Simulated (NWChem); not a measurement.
# SnH2F2 (SMILES [F][SnH2][F]): levels of theory compared

Aim: a comparison of 3 runs (HF/STO-3G, HF/3-21G, BP86/def2-TZVP) of SnH2F2. 

The results are computed with NWChem 7.3.0.

1 further run of the same task is left out (set aside as unsound or not needed).

## Step 1: Starting point

SnH2F2 has 5 atoms, charge 0, and is taken as a singlet. As SMILES, `[F][SnH2][F]`. The shape is that of a PBE0-D4/def2-TZVP optimisation.

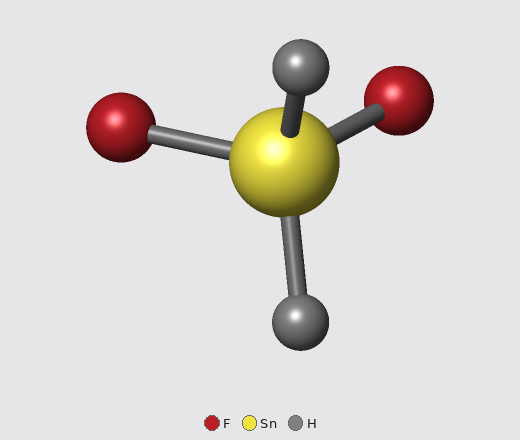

Viewed from a chosen angle; fluorine red, tin yellow, hydrogen grey.

## Step 2: Energy and gradient at HF/STO-3G (run 1)

sp.nw reads:

```
start sp
title "F2H2Sn gradient"
memory total 2200 mb

geometry units angstrom noautosym nocenter noautoz
  F    -0.343500   -0.356300    1.741400
  Sn    0.128900   -0.073200   -0.086200
  F    -1.231200    1.110700   -0.712400
  H    -0.087400   -1.547100   -0.889100
  H     1.583200    0.792100   -0.095000
end

basis spherical bse
  * library STO-3G
end

scf
  thresh 1e-08
  maxiter 80
  print low
end

task scf gradient
```

The run is started by

```bash
$ nwchem sp.nw > sp.out
```

Standard output:

```text
[...]
  functions       =    39
[...]
  wavefunction    = RHF
[...]
         Total SCF energy =  -6160.534938366144
      One-electron energy =  -9128.301034804888
      Two-electron energy =   2665.921138535116
 Nuclear repulsion energy =    301.844957903629
        Time for solution =      2.1s
[...]
                         RHF ENERGY GRADIENTS
    atom               coordinates                        gradient
                 x          y          z           x          y          z
   1 F      -0.649121  -0.673309   3.290769   -0.002676  -0.001550   0.010188
   2 Sn      0.243586  -0.138328  -0.162894    0.003489  -0.001718  -0.002266
   3 F      -2.326631   2.098919  -1.346241   -0.007626   0.006618  -0.003455
   4 H      -0.165162  -2.923595  -1.680155   -0.010216  -0.020749  -0.008708
   5 H       2.991814   1.496852  -0.179524    0.017029   0.017399   0.004241
 Task  times  cpu:        2.8s     wall:        2.8s
 Total times  cpu:        2.8s     wall:        2.8s
```

Wall time 3.3 s (1 thread of AMD EPYC 9R45 (Zen 5), shared host); peak memory 0.1 GiB.

## Step 3: Energy and gradient at HF/3-21G (run 2)

run.nw reads:

```
start run
title "F2H2Sn"
memory total 2200 mb
geometry noautosym nocenter noautoz
  F       -0.343500      -0.356300       1.741400
  Sn       0.128900      -0.073200      -0.086200
  F       -1.231200       1.110700      -0.712400
  H       -0.087400      -1.547100      -0.889100
  H        1.583200       0.792100      -0.095000
end
basis spherical bse
  F library 3-21G
  Sn library 3-21G
  H library 3-21G
end
scf
  singlet
  rhf
  thresh 1e-08
  maxiter 80
end
task scf gradient
```

The run is started by

```bash
$ nwchem run.nw > run.out
```

Standard output:

```text
[...]
  functions       =    53
[...]
  wavefunction    = RHF
[...]
         Total SCF energy =  -6195.295172017018
      One-electron energy =  -9153.450430842560
      Two-electron energy =   2656.310300921914
 Nuclear repulsion energy =    301.844957903629
        Time for solution =      2.4s
[...]
                         RHF ENERGY GRADIENTS
    atom               coordinates                        gradient
                 x          y          z           x          y          z
   1 F      -0.649121  -0.673309   3.290769   -0.002207  -0.003258   0.014234
   2 Sn      0.243586  -0.138328  -0.162894    0.022138  -0.010887  -0.014491
   3 F      -2.326631   2.098919  -1.346241   -0.009706   0.009119  -0.006448
   4 H      -0.165162  -2.923595  -1.680155   -0.002483   0.006197   0.004604
   5 H       2.991814   1.496852  -0.179524   -0.007743  -0.001171   0.002101
[...]
```

Run time: 3.6 s. Hardware: 1 thread of AMD EPYC 9R45 (Zen 5), shared host; peak memory 0.1 GiB.

## Step 4: Energy and gradient at BP86/def2-TZVP (core potential) (run 3)

a.nw reads:

```
echo
start a
title "F2H2Sn"
memory stack 880 mb heap 220 mb global 1100 mb

geometry units angstroms noautosym nocenter noautoz
 F       -0.343500      -0.356300       1.741400
 Sn       0.128900      -0.073200      -0.086200
 F       -1.231200       1.110700      -0.712400
 H       -0.087400      -1.547100      -0.889100
 H        1.583200       0.792100      -0.095000
end

basis spherical bse
 * library def2-TZVP
end

ecp bse
 Sn library def2-TZVP
end

dft
 xc becke88 perdew86
 mult 1
 grid fine
 convergence energy 1e-08
 maxiter 100
 mulliken
 noprint "final vectors analysis"
end

task dft gradient
```

The run is started by

```bash
$ nwchem a.nw > a.out
```

Standard output:

```text
[...]
          Wavefunction type:  closed shell.
          No. of atoms     :     5
          No. of electrons :    42
[...]
          Charge           :     0
          Spin multiplicity:     1
[...]
          AO basis - number of functions:   124
[...]
              XC Information
              --------------
                    Becke 1988 Exchange Functional  1.000
                Perdew 1981 Correlation Functional  1.000 local
                Perdew 1986 Correlation Functional  1.000 non-local
[...]
 d= 0,ls=0.0,diis     1   -415.2938551809 -5.60D+02  2.16D-02  1.37D+00     2.4
[...]
 d= 0,ls=0.0,diis    10   -415.4444351171 -2.23D-09  9.52D-08  1.23D-10    18.7
         Total DFT energy =     -415.444435117053
      One electron energy =     -945.137784732581
           Coulomb energy =      424.969239597170
    Exchange-Corr. energy =      -39.885637481896
 Nuclear repulsion energy =      144.609747500253
[...]
      Total Density - Mulliken Population Analysis
     ---------------------------------------------
    Atom       Charge   Shell Charges
 -----------   ------   -------------------------------------------------------
    1 F    9     9.44   0.77  1.19  0.62  0.96  0.41  2.27  2.08  1.12  0.00  0.01  0.00
    2 Sn  22    21.04   0.29 -0.77  1.58  0.91  0.98  0.29 -0.40  6.37  0.78  0.61  0.07  8.86  1.19  0.19  0.01  0.09
    3 F    9     9.44   0.77  1.19  0.62  0.96  0.41  2.27  2.08  1.12  0.00  0.01  0.00
    4 H    1     1.04   0.23  0.54  0.26  0.01
    5 H    1     1.04   0.23  0.54  0.26  0.01
[...]
  wavefunction    = closed shell
                         DFT ENERGY GRADIENTS
    atom               coordinates                        gradient
                 x          y          z           x          y          z
   1 F      -0.649121  -0.673309   3.290769    0.003048   0.001931  -0.012103
   2 Sn      0.243586  -0.138328  -0.162894   -0.008954   0.004398   0.005890
   3 F      -2.326631   2.098919  -1.346241    0.008940  -0.007820   0.004224
   4 H      -0.165162  -2.923595  -1.680155    0.000656   0.003789   0.002028
   5 H       2.991814   1.496852  -0.179524   -0.003690  -0.002298  -0.000039
[...]
```

It took 26 s on 1 thread of AMD EPYC 9R45 (Zen 5), shared host; peak memory 0.14 GiB.

## Step 5: All runs side by side

| run | level | iteration cap | module | energy (Eh) | largest force (eV/Å) | wall time |
| --- | --- | --- | --- | --- | --- | --- |
| 1 | HF/STO-3G | 80 | scf | -6160.534938 | 1.271 | 3.3 s |
| 2 | HF/3-21G | 80 | scf | -6195.295172 | 1.471 | 3.6 s |
| 3 | BP86/def2-TZVP (core potential) | 100 | dft | -415.444435 | 0.649 | 26 s |

## Step 6: Summary of results

| quantity | value |
| --- | --- |
| run 3: total energy | -415.44444 Eh |
| run 3: dipole moment | 3.23 D |
| run 3: largest force on an atom | 0.649 eV/Å |

What this shows: Some runs of one species differ in core potentials or relativity; totals across that change don't compare. In run 1 the basis is minimal, so the values are rough. In runs 1, 2 relativity is left out where basis or elements ask for it. All runs together took 32 s, the longest 26 s.
